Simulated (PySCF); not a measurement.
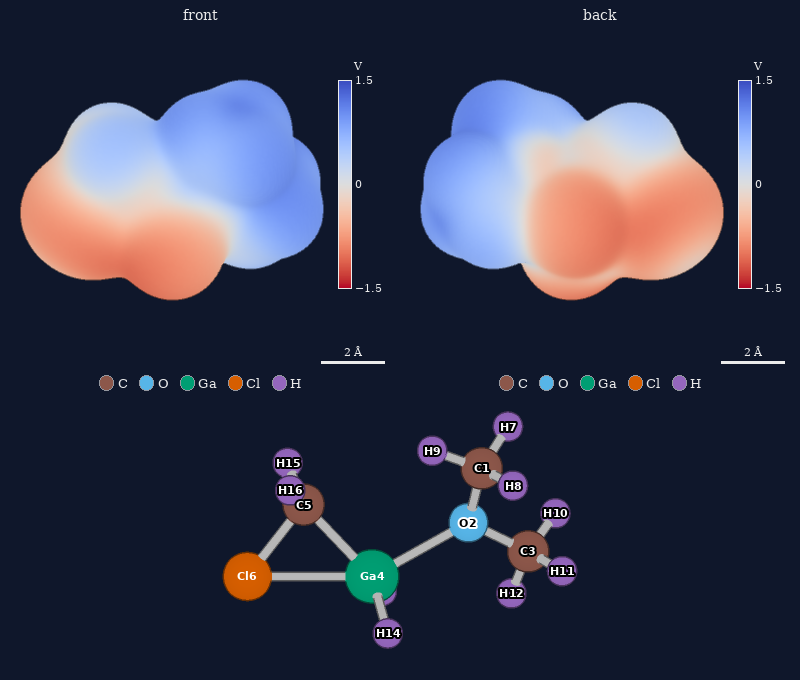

Figure 1: C₃H₁₀ClGaO. The molecular electrostatic potential painted on the density surface at 0.001 e/bohr³, seen from the front and from behind; the colour scale runs from red (negative) to blue (positive). The bare structure is drawn below in the same view.

Geometry: GFN2-xTB.

Method: B3LYP/def2-SVPD, SCF density, gas phase in PySCF 2.14.0.

```xyz
16

C    -1.1375    1.3226   -0.0297
O    -0.8110   -0.0419    0.1334
C    -1.9401   -0.8755    0.3020
Ga    1.1177   -0.9363   -0.2899
C     2.3878    0.5903    0.0331
Cl    3.5508   -0.7594   -0.3977
H    -1.6645    1.6977    0.8536
H    -1.7610    1.4721   -0.9170
H    -0.1947    1.8564   -0.1516
H    -2.4815   -0.6069    1.2152
H    -2.6121   -0.8033   -0.5589
H    -1.5615   -1.8953    0.3836
H     0.9834   -2.0083    0.8109
H     0.8212   -1.3239   -1.7546
H     2.6882    0.9255    1.0283
H     2.6071    1.3950   -0.6721
```

> Describe the electrostatic potential map.

The most negative region (about −1.0 V) lies over Cl6, H13 and H14, the most positive (about +1.1 V) over the C and H atoms.

> How polar is the molecule by this calculation?

Its dipole moment is 5.21 D.
